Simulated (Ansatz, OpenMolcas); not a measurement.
# Predicting a hybrid from its neighbours: BNH3OF

BNH3OF: 7 atoms, total charge 0, spin state singlet. As SMILES, `NB(O)F`. The coordinates come from a PBE0-D4/def2-TZVP relaxation. This is one conformer, not always the lowest.

The HOMO–LUMO gap y, in eV, basis 6-311+G(d,p); a is the functional's share of exact exchange. Programs: Ansatz 0.2.0, OpenMolcas 26.06.

| functional | program | a | y (eV) |
| --- | --- | --- | --- |
| TPSS | OpenMolcas | 0 | 5.92 |
| PBE | Ansatz | 0 | 5.70 |
| B3LYP | Ansatz | 0.2 | 7.28 |
| PBE0 | Ansatz | 0.25 | ? |
| r2SCAN0 | Ansatz | 0.25 | 8.55 |
| BHLYP | Ansatz | 0.5 | 9.63 |

Problem. Fit y = c + s·a to the known rows and predict PBE0.

Solution. 
1. Means of the 5 rows: a = 0.1900, y = 7.416.
2. Σ(Δa)² = 0.172, Σ(Δa·Δy) = 1.3633, so the slope is 1.3633/0.172 = 7.9262.
3. Intercept: 7.416 − (7.9262) × 0.1900 = 5.910. The largest residual of the fit is 0.66.
4. PBE0: 5.910 + (7.9262) × 0.25 = 7.89 eV.

The run gave 7.84 eV, so the prediction is off by +0.05 eV, within the largest residual. Exact exchange lowers occupied levels and raises empty ones.

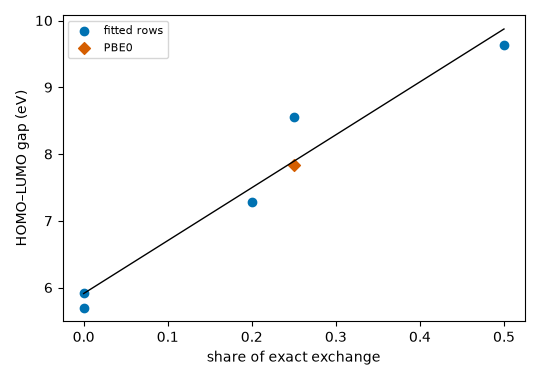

The fitted line, with the withheld row.
